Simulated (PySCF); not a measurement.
**[Bi(CCH)]2+: other spin states, a change of charge and excitations**

Aim: at the relaxed geometry of [Bi(CCH)]2+, try other spin states, a change of charge and excitations. The structure is generated, not taken from experiment.

Method: PBE, Bi def2-SVP with ECP60, C def2-SVP, H def2-SVP; scalar-relativistic core potentials, no spin–orbit coupling; program: PySCF 2.14.0.

3 further runs of the same task are left out: 2 for a known fault of the program, 1 that didn't finish.

## Step 1: Starting geometry

4 atoms, charge 2, spin multiplicity 1.

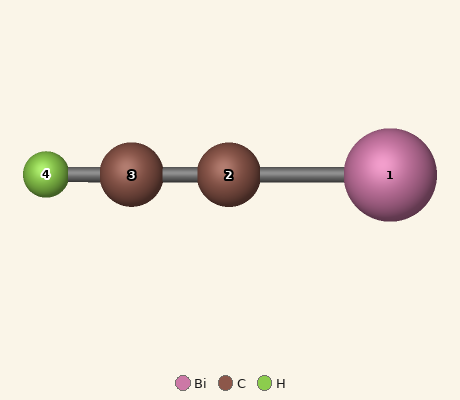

The geometry (bismuth pink, carbon brown, hydrogen green); atoms are numbered from 1 in the order of the file.

Geometry (Å):

```xyz
4
C2HBi
Bi    0.00000    0.00000   -0.22209
C     0.00000    0.00000    1.86863
C     0.00000    0.00000    3.12909
H     0.00000    0.00000    4.23430
```

Formal oxidation states: Bi +3. An earlier session relaxed this geometry at PBE, Bi def2-SVP with ECP60, C def2-SVP, H def2-SVP (singlet, point group C∞v).

Its energy there is -290.417900 Eh.

## Step 2: Multiplicity 3 at the relaxed geometry

Input file run.py (the lines that set the calculation):

```python
mol = gto.M(atom='''
Bi     0.00000     0.00000    -0.22209
C      0.00000     0.00000     1.86863
C      0.00000     0.00000     3.12909
H      0.00000     0.00000     4.23430''',
    basis={'Bi': 'def2-SVP', 'C': 'def2-SVP', 'H': 'def2-SVP'},
    ecp={'Bi': 'def2-SVP'},
    charge=2, spin=2)
mf = dft.UKS(mol, xc='PBE')
mf.grids.atom_grid = (50, 194)
mf = mf.density_fit()  # fitting sets: Bi def2-universal-JKFIT, C def2-universal-JKFIT, H def2-universal-JKFIT
mf.conv_tol = 1e-08; mf.max_cycle = 55
mf.kernel(dm0)  # dm0: free metal ions and neutral atoms
```

The run is started by

```console
> OMP_NUM_THREADS=2 python run.py
```

Standard output:

```text
init E= -292.749096885474
cycle= 1 E= -283.522430993914  delta_E= 9.23  |g|= 2.13  |ddm|=  3.8
  HOMO = -0.966947636673  LUMO = -0.960495125053  gap/eV = 0.17558
cycle= 2 E= -207.315076704815  delta_E= 76.2  |g|= 6.42  |ddm|= 13.1
  HOMO = -0.987212649966  LUMO = -0.959793531736  gap/eV = 0.74611
cycle= 3 E= -285.14598410183  delta_E= -77.8  |g|= 2.14  |ddm|= 11.6
cycle= 4 E= -290.188044553617  delta_E= -5.04  |g|= 0.423  |ddm|= 3.39
cycle= 5 E= -290.132412443183  delta_E= 0.0556  |g|= 0.578  |ddm|= 1.23
cycle= 6 E= -290.311452295701  delta_E= -0.179  |g|= 0.18  |ddm|= 0.669
cycle= 7 E= -290.337521138024  delta_E= -0.0261  |g|= 0.0137  |ddm|= 0.244
cycle= 8 E= -290.337680480562  delta_E= -0.000159  |g|= 0.00589  |ddm|= 0.0309
cycle= 9 E= -290.33771991004  delta_E= -3.94e-05  |g|= 0.00125  |ddm|= 0.0112
cycle= 10 E= -290.337723819889  delta_E= -3.91e-06  |g|= 0.000545  |ddm|= 0.00486
cycle= 11 E= -290.337724289213  delta_E= -4.69e-07  |g|= 0.000141  |ddm|= 0.00173
cycle= 12 E= -290.337724317078  delta_E= -2.79e-08  |g|= 2.04e-05  |ddm|= 0.000368
cycle= 13 E= -290.337724317654  delta_E= -5.76e-10  |g|= 2.72e-06  |ddm|= 5.95e-05
Extra cycle  E= -290.337724317658  delta_E= -4.09e-12  |g|= 2.49e-06  |ddm|= 1.36e-05
converged SCF energy = -290.337724317658  <S^2> = 2.0030396  2S+1 = 3.0020257
```

It took 1.9 s on 2 threads of Arm Neoverse V1, shared host.

Result: E = -290.337724 Eh (+2.182 eV from the relaxed state), HOMO -17.08 eV, LUMO -19.30 eV (over both spins), ⟨S²⟩ = 2.003, Mulliken charge on Bi1 +1.43 e. An empty level of one spin lies below a filled level of the other.

## Step 3: One electron removed, multiplicity 2

Edit run.py (the lines that set the calculation) of step 2 so:

```diff
@@ -7,3 +7,3 @@
     ecp={'Bi': 'def2-SVP'},
-    charge=2, spin=2)
+    charge=3, spin=1)
 mf = dft.UKS(mol, xc='PBE')
@@ -12,2 +12,2 @@
 mf.conv_tol = 1e-08; mf.max_cycle = 55
-mf.kernel(dm0)  # dm0: free metal ions and neutral atoms
+mf.kernel(dm0)  # dm0: the density of the relaxed state
```

The run is started by

```console
> OMP_NUM_THREADS=2 python run.py
```

Standard output:

```text
init E= -290.422196177209
cycle= 1 E= -289.531815945859  delta_E= 0.89  |g|= 0.263  |ddm|= 0.559
  HOMO = -1.09608753301  LUMO = -1.08234431352  gap/eV = 0.37397
cycle= 2 E= -289.472941490624  delta_E= 0.0589  |g|= 0.378  |ddm|= 0.896
  HOMO = -0.977528692196  LUMO = -0.960710775999  gap/eV = 0.45764
cycle= 3 E= -289.587696398987  delta_E= -0.115  |g|= 0.0463  |ddm|= 0.581
  HOMO = -0.969337894744  LUMO = -0.951424868691  gap/eV = 0.48744
cycle= 4 E= -289.585283710584  delta_E= 0.00241  |g|= 0.0756  |ddm|= 0.116
  HOMO = -0.969367954255  LUMO = -0.950379639672  gap/eV = 0.51670
cycle= 5 E= -289.589002487131  delta_E= -0.00372  |g|= 0.00659  |ddm|= 0.0809
  HOMO = -0.969191435458  LUMO = -0.949975655609  gap/eV = 0.52289
cycle= 6 E= -289.589026923149  delta_E= -2.44e-05  |g|= 0.00101  |ddm|= 0.0153
  HOMO = -0.969311028843  LUMO = -0.950000374428  gap/eV = 0.52547
cycle= 7 E= -289.589027865181  delta_E= -9.42e-07  |g|= 0.000449  |ddm|= 0.00291
  HOMO = -0.969265551331  LUMO = -0.949966677053  gap/eV = 0.52515
cycle= 8 E= -289.589028080261  delta_E= -2.15e-07  |g|= 4.86e-05  |ddm|= 0.000939
  HOMO = -0.969256524393  LUMO = -0.949962383736  gap/eV = 0.52502
cycle= 9 E= -289.589028082577  delta_E= -2.32e-09  |g|= 7.24e-06  |ddm|= 0.000106
  HOMO = -0.96925964737  LUMO = -0.949965271778  gap/eV = 0.52503
Extra cycle  E= -289.589028082427  delta_E= 1.5e-10  |g|= 1.49e-05  |ddm|= 3.72e-05
converged SCF energy = -289.589028082427  <S^2> = 0.75343377  2S+1 = 2.0034308
```

Wall time 1 s (2 threads of Arm Neoverse V1, shared host).

Result: E = -289.589028 Eh (+22.555 eV from the relaxed state), HOMO -26.37 eV, LUMO -25.85 eV (over both spins), ⟨S²⟩ = 0.753, Mulliken charge on Bi1 +2.13 e. 

## Step 4: One electron added, multiplicity 2

Edit run.py (the lines that set the calculation) of step 3 so:

```diff
@@ -7,3 +7,3 @@
     ecp={'Bi': 'def2-SVP'},
-    charge=3, spin=1)
+    charge=1, spin=1)
 mf = dft.UKS(mol, xc='PBE')
```

The run is started by

```console
> OMP_NUM_THREADS=2 python run.py
```

Standard output:

```text
init E= -290.42171920245
  HOMO = -0.625144100405  LUMO = -0.619608100348  gap/eV = 0.15064
cycle= 1 E= -290.908748789315  delta_E= -0.487  |g|= 0.137  |ddm|= 0.903
  HOMO = -0.361219335589  LUMO = -0.351038425999  gap/eV = 0.27704
cycle= 2 E= -290.891323359665  delta_E= 0.0174  |g|= 0.21  |ddm|= 1.37
  HOMO = -0.383623951779  LUMO = -0.36478337672  gap/eV = 0.51268
cycle= 3 E= -290.904218330783  delta_E= -0.0129  |g|= 0.184  |ddm|= 0.433
  HOMO = -0.392058604116  LUMO = -0.371004373568  gap/eV = 0.57291
cycle= 4 E= -290.925581475768  delta_E= -0.0214  |g|= 0.0435  |ddm|= 1.17
  HOMO = -0.394828538348  LUMO = -0.374210716682  gap/eV = 0.56104
cycle= 5 E= -290.926503029535  delta_E= -0.000922  |g|= 0.0284  |ddm|= 1.16
  HOMO = -0.39511621743  LUMO = -0.370108019774  gap/eV = 0.68051
cycle= 6 E= -290.926910942896  delta_E= -0.000408  |g|= 0.0229  |ddm|= 1.16
  HOMO = -0.395497838704  LUMO = -0.371475587765  gap/eV = 0.65368
cycle= 7 E= -290.927102770367  delta_E= -0.000192  |g|= 0.0182  |ddm|= 0.0139
  HOMO = -0.395631029545  LUMO = -0.372933954254  gap/eV = 0.61762
cycle= 8 E= -290.927216136157  delta_E= -0.000113  |g|= 0.0154  |ddm|= 0.0159
  HOMO = -0.395743643219  LUMO = -0.37571904465  gap/eV = 0.54490
cycle= 9 E= -290.927368032332  delta_E= -0.000152  |g|= 0.0107  |ddm|= 0.0324
  HOMO = -0.395798782537  LUMO = -0.377048158444  gap/eV = 0.51023
cycle= 10 E= -290.927416866868  delta_E= -4.88e-05  |g|= 0.00883  |ddm|= 0.0585
  HOMO = -0.395951019242  LUMO = -0.380843824923  gap/eV = 0.41109
cycle= 11 E= -290.927507065476  delta_E= -9.02e-05  |g|= 0.00304  |ddm|= 0.0476
  HOMO = -0.395981600728  LUMO = -0.382481176978  gap/eV = 0.36737
cycle= 12 E= -290.927518640264  delta_E= -1.16e-05  |g|= 0.000541  |ddm|= 0.00825
  HOMO = -0.395986617464  LUMO = -0.382802969667  gap/eV = 0.35875
cycle= 13 E= -290.927519025995  delta_E= -3.86e-07  |g|= 5.51e-05  |ddm|= 0.00162
  HOMO = -0.395986848062  LUMO = -0.382835821118  gap/eV = 0.35786
cycle= 14 E= -290.927519030188  delta_E= -4.19e-09  |g|= 1.28e-05  |ddm|= 0.000188
  HOMO = -0.395987898025  LUMO = -0.382842906162  gap/eV = 0.35769
Extra cycle  E= -290.927519029423  delta_E= 7.65e-10  |g|= 3.39e-05  |ddm|= 0.000275
converged SCF energy = -290.927519029423  <S^2> = 0.75654171  2S+1 = 2.0065311
```

It took 1.4 s on 2 threads of Arm Neoverse V1, shared host.

It gives: E = -290.927519 Eh (-13.867 eV from the relaxed state), HOMO -10.78 eV, LUMO -10.75 eV (over both spins), ⟨S²⟩ = 0.757, Mulliken charge on Bi1 +0.94 e. 

## Step 5: Singlet excitations, Tamm-Dancoff CAM-B3LYP

Edit run.py (the lines that set the calculation) of step 4 so:

```diff
@@ -7,4 +7,4 @@
     ecp={'Bi': 'def2-SVP'},
-    charge=1, spin=1)
-mf = dft.UKS(mol, xc='PBE')
+    charge=2, spin=0)
+mf = dft.RKS(mol, xc='CAMB3LYP')
 mf.grids.atom_grid = (50, 194)
```

The run is started by

```console
> OMP_NUM_THREADS=2 python run.py
```

Standard output:

```text
init E= -290.390225998313
  HOMO = -0.788718877670348  LUMO = -0.558437813188663  gap/eV = 6.26627
cycle= 1 E= -290.393055747816  delta_E= -0.00283  |g|= 0.055  |ddm|= 0.254
  HOMO = -0.771281123276929  LUMO = -0.565403272398276  gap/eV = 5.60222
cycle= 2 E= -290.391249205953  delta_E= 0.00181  |g|= 0.0883  |ddm|= 0.171
  HOMO = -0.784485339958945  LUMO = -0.563326264022315  gap/eV = 6.01804
cycle= 3 E= -290.394060440073  delta_E= -0.00281  |g|= 0.0109  |ddm|= 0.105
  HOMO = -0.783752589777962  LUMO = -0.5634794408027  gap/eV = 5.99394
cycle= 4 E= -290.394090833781  delta_E= -3.04e-05  |g|= 0.00656  |ddm|= 0.014
  HOMO = -0.783482911998892  LUMO = -0.563255741742063  gap/eV = 5.99269
cycle= 5 E= -290.394103695516  delta_E= -1.29e-05  |g|= 0.00106  |ddm|= 0.00877
  HOMO = -0.783521822515243  LUMO = -0.563369774648783  gap/eV = 5.99064
cycle= 6 E= -290.394104130143  delta_E= -4.35e-07  |g|= 0.000321  |ddm|= 0.00216
  HOMO = -0.78347346699807  LUMO = -0.563371420134543  gap/eV = 5.98928
cycle= 7 E= -290.394104177505  delta_E= -4.74e-08  |g|= 1.52e-05  |ddm|= 0.000688
  HOMO = -0.783473615280315  LUMO = -0.563370450533719  gap/eV = 5.98931
cycle= 8 E= -290.394104177615  delta_E= -1.1e-10  |g|= 3.05e-06  |ddm|= 3.99e-05
  HOMO = -0.783473918157474  LUMO = -0.563370483511165  gap/eV = 5.98932
Extra cycle  E= -290.394104177616  delta_E= -1.31e-12  |g|= 3.13e-06  |ddm|= 8.83e-06
converged SCF energy = -290.394104177616
```

It took 5.9 s on 2 threads of Arm Neoverse V1, shared host.

Result: E = -290.394104 Eh, HOMO -21.32 eV, LUMO -15.33 eV, Mulliken charge on Bi1 +1.69 e. 

Singlet excitations:

```csv
state,energy (eV),oscillator strength
1,2.21,0.0000
2,2.42,0.0000
3,2.42,0.0000
4,4.79,0.0218
5,4.79,0.0218
6,5.62,0.5955
7,7.24,0.0000
8,7.49,0.0002
```

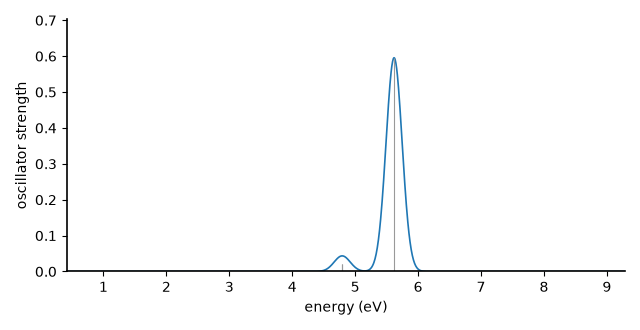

Absorption from the eight lowest singlets. Lines are broadened to a width of 0.30 eV (Gaussian).

## Step 6: The states side by side

| state | energy from the relaxed state (eV) | ⟨S²⟩ | time |
| --- | --- | --- | --- |
| charge +2, singlet, vacuum (relaxed) | 0 | 0.00 |  |
| charge +1, doublet, vacuum | -13.87 | 0.76 | 1.4 s |
| charge +2, triplet, vacuum | 2.18 | 2.00 | 1.9 s |
| charge +3, doublet, vacuum | 22.55 | 0.75 | 1 s |

An electron taken off or put on is at rest in vacuum. 

In the excitation run (CAM-B3LYP), the lowest singlet lies at 2.21 eV (gaps between orbitals at other levels can't be set against it), and the brightest of the eight at 5.62 eV (f = 0.596); spin–orbit coupling would mix in triplets. Removing an electron vertically costs 22.55 eV (doublet), against −HOMO = 19.26 eV. Adding an electron vertically releases 13.87 eV (doublet). The triplet lies 2.18 eV above at this geometry. The bases are small and lack diffuse functions. Spin–orbit coupling is left out.
